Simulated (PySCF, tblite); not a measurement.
# 2,4-dichloropyrimidine (C4H2Cl2N2): isotopologues and vibrational averages

How do isotopes change the rotational constants and shieldings of 2,4-dichloropyrimidine (C4H2Cl2N2) (`Clc1ccnc(Cl)n1`)?

Programs: PySCF 2.14.0 with density-fitted response routines of our own, and tblite 0.8.0. All values are computed, except where a source is named. Atoms count from 0 throughout.

## (1) The starting structure

10 atoms, charge 0, multiplicity 1; geometry from: force field or distance geometry start.

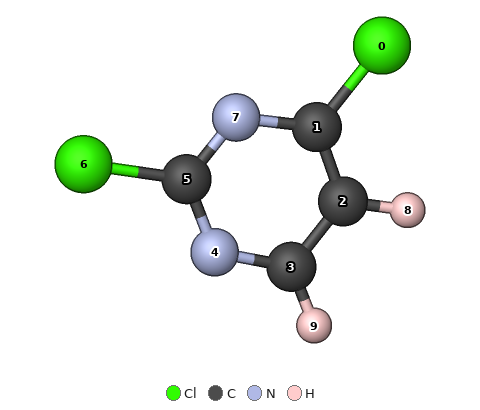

The starting geometry (chlorine green, carbon dark grey, nitrogen light blue, hydrogen pink), atoms numbered.

## (2) GFN2-xTB relaxation, lowest of a short conformer search

Job settings and geometry (Å):

```
{"job": {"xc": "GFN2-xTB", "basis": "xTB", "kind": "relax"}, "charge": 0, "multiplicity": 1}
Cl    -1.790200    -2.340800     0.024000
C     -0.680800    -1.006000    -0.033100
C     -1.105300     0.260900     0.023500
C     -0.229400     1.335600    -0.041100
N      1.089300     1.015700     0.002900
C      1.549700    -0.233700    -0.041500
Cl     3.298800    -0.568100    -0.072100
N      0.704800    -1.244300     0.002700
H     -2.203200     0.462000     0.031000
H     -0.598300     2.337300     0.013600
```

The run is started by

```sh
OMP_NUM_THREADS=1 python ens_run.py task.json out
```

The driver reads the study from task.json and runs its stages one after another.

Log:

```text
step      E/eV     max force
  0    -666.74513    4.224
  1    -667.14991    1.874
  2    -667.30006    1.548
  3    -667.41455    0.695
  4    -667.44146    0.462
  5    -667.45198    0.307
  6    -667.45909    0.276
  7    -667.46510    0.244
  8    -667.46898    0.235
  9    -667.47133    0.141
 10    -667.47244    0.087
 11    -667.47295    0.052
 12    -667.47324    0.042
 13    -667.47345    0.036
 14    -667.47357    0.028
 15    -667.47362    0.017
 16    -667.47365    0.014
 17    -667.47367    0.012
 18    -667.47369    0.014
 19    -667.47371    0.011
 20    -667.47371    0.005
 21    -667.47372    0.002
```

Run time: 0.17 s. Hardware: 1 thread of Arm Neoverse V1, shared host.

Relaxing gained 0.729 eV and moved the atoms by 0.09 Å on average (rms).

## (3) Tight optimisation and Hessian

Job settings and geometry (Å):

```
{"job": {"xc": "PBE0", "basis": "pcSseg-1", "grid": 2, "temperatures": [250, 298.15], "kind": "geom"}, "charge": 0, "multiplicity": 1}
Cl    -1.667822    -2.373458     0.016610
C     -0.633325    -1.015506    -0.000209
C     -1.145204     0.280069     0.008998
C     -0.197988     1.291566    -0.003237
N      1.103930     1.050800    -0.024188
C      1.466588    -0.215902    -0.033211
Cl     3.129526    -0.544203    -0.062899
N      0.661548    -1.264075    -0.021402
H     -2.203151     0.473614     0.025301
H     -0.478572     2.335712     0.004126
```

Log:

```text
step   0  E = -32186.9808987 eV  max force = 0.90499
step   1  E = -32187.0082305 eV  max force = 0.31594
step   2  E = -32187.0101301 eV  max force = 0.02193
step   3  E = -32187.0101450 eV  max force = 0.00422
step   4  E = -32187.0101462 eV  max force = 0.00037
step   5  E = -32187.0101462 eV  max force = 0.00037
step   6  E = -32187.0101462 eV  max force = 0.00010
harmonic wavenumbers (cm-1): 161.5 176.4 214.6 402.2 427.7 450.8 470.4 636.0 705.4 797.3 849.1 853.3 1010.5 1010.7 1111.9 1203.7 1243.8 1291.8 1386.6 1453.1 1610.8 1628.2 3195.3 3252.4
```

Run time: 18 min. Hardware: 1 thread of Arm Neoverse V1, shared host; peak memory 0.68 GiB.

## (4) Displacements along the modes, parent

Job settings and geometry (Å):

```
{"job": {"xc": "PBE0", "basis": "pcSseg-1", "grid": 2, "temperatures": [250, 298.15], "kind": "vib", "mass_numbers": [35, 12, 12, 12, 14, 12, 35, 14, 1, 1]}, "charge": 0, "multiplicity": 1}
Cl    -1.696074    -2.369503     0.015195
C     -0.623547    -1.013298    -0.000309
C     -1.140986     0.276967     0.010239
C     -0.197701     1.290621    -0.003709
N      1.114669     1.058469    -0.025618
C      1.462725    -0.213452    -0.033311
Cl     3.157342    -0.547403    -0.061653
N      0.666561    -1.272136    -0.021910
H     -2.207362     0.471165     0.028089
H     -0.500097     2.337188     0.002876
```

Log:

```text
mode    cm-1    km/mol   phi_rrr   E(+)/cm-1  E(-)/cm-1
  1    161.50     4.17       0.0      29.39      29.45
  2    176.35     0.00       0.1      31.88      31.87
  3    214.63     0.03       3.1      38.76      38.52
  4    402.15     4.12      11.1      72.87      71.96
  5    427.71     0.29      27.8      77.98      76.01
  6    450.76     1.48      -0.1      81.46      81.47
  7    470.35     5.30      19.9      85.40      83.95
  8    636.03     1.96      -0.1     114.56     114.55
  9    705.45    22.95     -22.9     126.18     127.83
 10    797.32     3.92      -0.0     143.52     143.51
 11    849.09   147.10       0.5     152.89     152.87
 12    853.32    33.57      -0.4     156.52     156.51
 13   1010.54     0.14      -0.4     183.68     183.69
 14   1010.68     0.59     -51.2     180.06     183.75
 15   1111.88     2.77     -47.5     199.23     202.57
 16   1203.71    54.61      12.4     217.22     216.25
 17   1243.81   123.73     -31.3     222.86     225.06
 18   1291.83     9.55      97.0     236.63     229.67
 19   1386.61   150.21      90.6     253.08     246.54
 20   1453.14   155.04       8.7     262.00     261.46
 21   1610.79   241.81      28.4     291.12     289.08
 22   1628.20   276.89     157.0     298.92     287.59
 23   3195.28     6.02    1907.6     648.96     512.04
 24   3252.36     1.64    1909.4     659.27     522.22
```

It took 19 min on 1 thread of Arm Neoverse V1, shared host; peak memory 0.78 GiB.

## (5) Displacements along the modes, 13C at atom 5

The job, as its differences from that of step 4:

```diff
@@ -1,2 +1,2 @@
-{"job": {"xc": "PBE0", "basis": "pcSseg-1", "grid": 2, "temperatures": [250, 298.15], "kind": "vib", "mass_numbers": [35, 12, 12, 12, 14, 12, 35, 14, 1, 1]}, "charge": 0, "multiplicity": 1}
+{"job": {"xc": "PBE0", "basis": "pcSseg-1", "grid": 2, "temperatures": [250, 298.15], "kind": "vib", "mass_numbers": [35, 12, 12, 12, 14, 13, 35, 14, 1, 1]}, "charge": 0, "multiplicity": 1}
 Cl    -1.696074    -2.369503     0.015195
```

Log:

```text
mode    cm-1    km/mol   phi_rrr   E(+)/cm-1  E(-)/cm-1
  1    160.86     4.12       0.0      29.27      29.33
  2    176.12     0.00      -0.1      31.83      31.84
  3    214.33     0.03      -3.0      38.47      38.70
  4    401.55     4.03      -9.6      71.90      72.71
  5    425.63     0.24      27.9      77.61      75.63
  6    449.21     1.33      -0.1      81.18      81.19
  7    469.65     5.40     -21.7      83.76      85.34
  8    627.22     2.50      -0.1     112.97     112.97
  9    704.94    22.60     -22.7     126.10     127.73
 10    787.71     4.42       0.0     141.77     141.78
 11    841.98   152.03       4.3     151.74     151.46
 12    852.81    32.53      -0.4     156.50     156.49
 13   1010.32     0.12      -0.2     183.65     183.65
 14   1010.62     0.57     -51.8     180.03     183.77
 15   1110.01     3.65      46.4     202.16     198.90
 16   1197.95    51.63     -12.5     215.24     216.09
 17   1221.50   135.74      31.6     221.10     218.90
 18   1281.80     1.04     -55.3     229.37     233.34
 19   1372.31   126.06      53.5     249.12     245.26
 20   1448.27   150.74      22.0     261.63     260.13
 21   1598.69   248.02      11.6     288.34     287.51
 22   1627.26   261.55     159.0     298.83     287.35
 23   3195.28     6.05    1907.6     648.96     512.04
 24   3252.36     1.63    1909.4     659.27     522.22
```

It took 19 min on 1 thread of Arm Neoverse V1, shared host; peak memory 0.78 GiB.

## (6) Vibrational averages by isotopologue

Job settings and geometry (Å):

```
{"job": {"xc": "PBE0", "basis": "pcSseg-1", "grid": 2, "temperatures": [250, 298.15], "kind": "iso"}, "charge": 0, "multiplicity": 1}
Cl    -1.696074    -2.369503     0.015195
C     -0.623547    -1.013298    -0.000309
C     -1.140986     0.276967     0.010239
C     -0.197701     1.290621    -0.003709
N      1.114669     1.058469    -0.025618
C      1.462725    -0.213452    -0.033311
Cl     3.157342    -0.547403    -0.061653
N      0.666561    -1.272136    -0.021910
H     -2.207362     0.471165     0.028089
H     -0.500097     2.337188     0.002876
```

Log:

```text
parent
  Be/MHz 2941.286 932.873 708.243
  B0/MHz 2924.266 928.852 704.855
  ZPE/cm-1 12771.7
  <sigma>(0 K)/ppm 593.209 9.802 57.260 16.558 -67.611 10.313 570.056 -65.107 24.006 22.520
13C at atom 5
  Be/MHz 2941.231 930.793 707.04
  B0/MHz 2924.302 926.826 703.69
  ZPE/cm-1 12719.2
  <sigma>(0 K)/ppm 593.221 9.799 57.255 16.555 -67.520 10.348 570.250 -65.022 24.006 22.520
```

It took 57 min on 1 thread of Arm Neoverse V1, shared host; peak memory 0.78 GiB. This counts the whole study up to here.

Rotational constants (MHz) at equilibrium and in the ground state:

```csv
isotopologue,Be,B0,zero-point change (cm⁻¹)
parent,"2941.3, 932.9, 708.2","2924.3, 928.9, 704.9",0.0
13C at atom 5,"2941.2, 930.8, 707.0","2924.3, 926.8, 703.7",-52.6
```

Shieldings of the first species (ppm): at equilibrium, the vibrational parts at 0 K, and the averages:

```csv
atom,equilibrium,anharmonic,harmonic,0 K,250 K,298.15 K
Cl0,607.73,-4.04,-10.48,593.21,590.87,589.91
C1,12.05,-1.17,-1.08,9.80,9.66,9.59
C2,60.98,-0.99,-2.74,57.26,57.24,57.21
C3,19.89,-1.02,-2.31,16.56,16.58,16.56
N4,-60.20,-2.50,-4.92,-67.61,-67.52,-67.57
C5,12.13,-1.16,-0.65,10.31,10.19,10.14
Cl6,582.70,-3.78,-8.86,570.06,567.38,566.33
N7,-58.88,-2.51,-3.72,-65.11,-65.19,-65.28
H8,24.39,-0.08,-0.31,24.01,24.00,24.00
H9,22.95,-0.11,-0.31,22.52,22.52,22.52
```

Isotope effects on the shieldings at 0 K (ppb; positive means more shielded):

```csv
atom,13C at atom 5
Cl0,12
C1,-3
C2,-5
C3,-3
N4,91
C5,34
Cl6,194
N7,85
H8,-1
H9,0
```

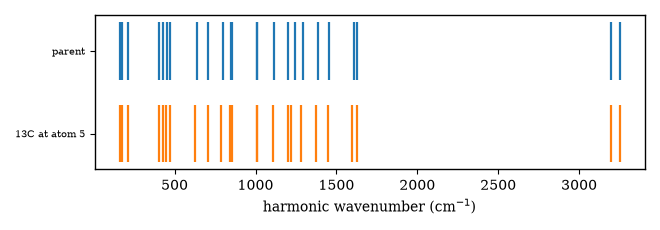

Harmonic wavenumbers of each isotopologue.

## (7) What came out

| quantity | value |
| --- | --- |
| point group | Cs |
| B0 of the first species | 2924.3, 928.9, 704.9 MHz |
| zero-point energy | 12772 cm⁻¹ |
| zero-point change of σ(Cl0) | -14.52 ppm |

Zero-point motion changes the shielding of Cl0 most, by -14.52 ppm. The largest secondary isotope effect is 194 ppb on Cl6, 1 bond from the change (13C at atom 5). The job flags a low mode; perturbation theory is less sure for low modes.
